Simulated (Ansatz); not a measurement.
# Run report: CH₆AlN, frequency calculation

CH₆AlN, computed with RKS PBE-D4/def2-SVP (Ansatz 0.2.0).

It belongs to a series of runs on one base structure; here: vibrations at the highest image of the band. Figures and captions count atoms from 1; the log counts them from 0 in places.

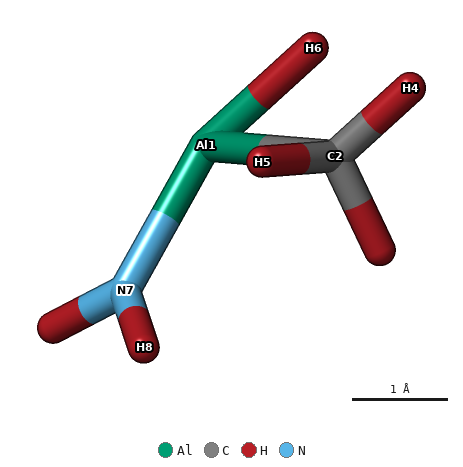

Figure 1. The structure (stick view, seen at a tilt; atoms are numbered from 1 in the order of the input). Sticks mark near contacts. Bond lengths as drawn: Al–C 2.26 Å, Al–H 1.59 Å, Al–N 1.79 Å, C–H 1.11 Å and H–N 1.02 Å.

## Input
```yaml
crystal:
  periodic: [false, false, false]
  atoms:
    - { symbol: Al, position_ang: [0.569983, 0.071496, -0.75682] }
    - { symbol: C, position_ang: [0.959343, -0.120982, 1.456539] }
    - { symbol: H, position_ang: [0.347035, -1.025722, 1.666403] }
    - { symbol: H, position_ang: [1.93373, -0.218801, 1.972616] }
    - { symbol: H, position_ang: [0.457134, 0.808034, 1.806185] }
    - { symbol: H, position_ang: [1.966715, -0.069059, -0.016962] }
    - { symbol: "N", position_ang: [-1.204635, 0.164671, -0.584061] }
    - { symbol: H, position_ang: [-1.708902, 0.126909, 0.306951] }
    - { symbol: H, position_ang: [-1.855701, 0.263456, -1.364851] }
basis:
  gaussian: { orbitals: def2-SVP }
hamiltonian:
  xc: pbe
  dispersion: d4
phonons: {}
```

Hardware: 1 thread of Intel Xeon (Sapphire Rapids), 32 GiB of memory available, shared host.

Launch command:
```bash
ansatz run input.yaml --threads 1 --pin off --max-ram 2048MiB --backend cpu --events-out ev --progress --plain --runs-dir out
```

## The program's output
```
Engine: ansatz 0.2.0, x86_64-unknown-linux-gnu
Functional definition: PBE
  parameter kappa = 0.804
  parameter beta = 0.06672455060314922
  exchange = pbe_x(kappa = kappa, mu = beta*pi^2/3)
  correlation = pbe_c(beta = beta)
871 factors; their error is unknown
mean field evaluation 1: about -9188.7136 eV, gradient 8.7e1 eV
mean field evaluation 2: about -9113.2010 eV, gradient 1.6e2 eV
mean field evaluation 4: about -9203.6942 eV, gradient 3.7e1 eV
mean field evaluation 8: about -9208.3227 eV, gradient 1.1e-1 eV
mean field evaluation 16: about -9208.2840 eV, gradient 9.4e-4 eV
mean field -9208.28402288 eV, -338.3981962418 hartree, gradient 7.7e-5 eV, S^2 0.000000; 0 other end points of the search recorded, 0 dependent functions left out
the calculation of the forces begins
reference -9208.28405875 eV, -338.3981975599 hartree; 16, 16 occupied and 60, 60 virtual orbitals, 871 factors
these checks for a lower state are left out or cut short: stability, starts, cluster_reference, orbital_swaps, neighbouring_geometries, increment
871 factors; their error is unknown
mean field -9208.28394805 eV, -338.3981934917 hartree, gradient 2.4e-6 eV, S^2 0.000000; 0 other end points of the search recorded, 0 dependent functions left out
[... from here on the field's lines of each further geometry are left out, up to the last ...]
the calculation of the forces begins
reference -9208.28396270 eV, -338.3981940302 hartree; 16, 16 occupied and 60, 60 virtual orbitals, 871 factors
these checks for a lower state are left out or cut short: stability, starts, cluster_reference, orbital_swaps, neighbouring_geometries, increment
871 factors; their error is unknown
mean field -9208.28394423 eV, -338.3981933515 hartree, gradient 2.5e-6 eV, S^2 0.000000; 0 other end points of the search recorded, 0 dependent functions left out
the calculation of the forces begins
reference -9208.28398010 eV, -338.3981946696 hartree; 16, 16 occupied and 60, 60 virtual orbitals, 871 factors
WARN: phonons: modes at or below zero, which the zero-point energy, F, S and C_V leave out: 1, the lowest at -1158.80 cm⁻¹. A minimum has none, and a first-order saddle one
Total energy: -9208.41406301 eV, -338.4029751283 hartree
Atom 0 at     0.569983     0.071496    -0.756820 Å, force     0.000383    -0.000134    -0.000029 eV/Å
Atom 1 at     0.959343    -0.120982     1.456539 Å, force     0.000133     0.000096     0.000193 eV/Å
Atom 2 at     0.347035    -1.025722     1.666403 Å, force    -0.000105     0.000042    -0.000072 eV/Å
Atom 3 at     1.933730    -0.218801     1.972616 Å, force     0.000081    -0.000025     0.000013 eV/Å
Atom 4 at     0.457134     0.808034     1.806185 Å, force    -0.000052    -0.000105    -0.000042 eV/Å
Atom 5 at     1.966715    -0.069059    -0.016962 Å, force    -0.000272     0.000078    -0.000071 eV/Å
Atom 6 at    -1.204635     0.164671    -0.584061 Å, force    -0.000032     0.000076    -0.000070 eV/Å
Atom 7 at    -1.708902     0.126909     0.306951 Å, force    -0.000030    -0.000026     0.000056 eV/Å
Atom 8 at    -1.855701     0.263456    -1.364851 Å, force    -0.000105    -0.000001     0.000023 eV/Å
Dipole moment:    -0.351531     0.012566     0.112581 e Å
Vibrations: -1158.80 121.82 194.11 256.66 335.75 375.16 438.78 598.68 608.80 681.44 800.35 1033.05 1335.18 1371.25 1466.30 1953.02 2936.13 3065.37 3090.91 3476.39 3587.99 cm⁻¹, zero-point energy 1.718863 eV
```

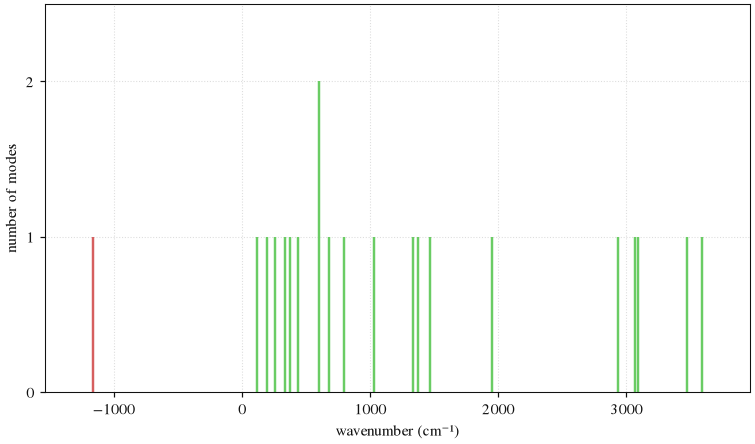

Figure 2. Harmonic vibrational wavenumbers from the force constants; neighbouring modes closer than 22 cm⁻¹ are counted in one stick, and imaginary ones are drawn at negative wavenumbers. 21 modes from 1159i to 3588 cm⁻¹, 1 imaginary beyond 8i (1159i cm⁻¹): a first-order saddle point, if the geometry is stationary.

## Results in brief

```json
{"quantity": "outcome", "value": "converged"}
{"quantity": "total energy", "value": "−9208.4141 eV"}
{"quantity": "mean-field energy", "value": "−9208.2841 eV"}
{"quantity": "largest force (length of the vector)", "value": "under 0.001 eV/Å"}
{"quantity": "wall time", "value": "44 s"}
{"quantity": "peak memory", "value": "0.12 GiB"}
```
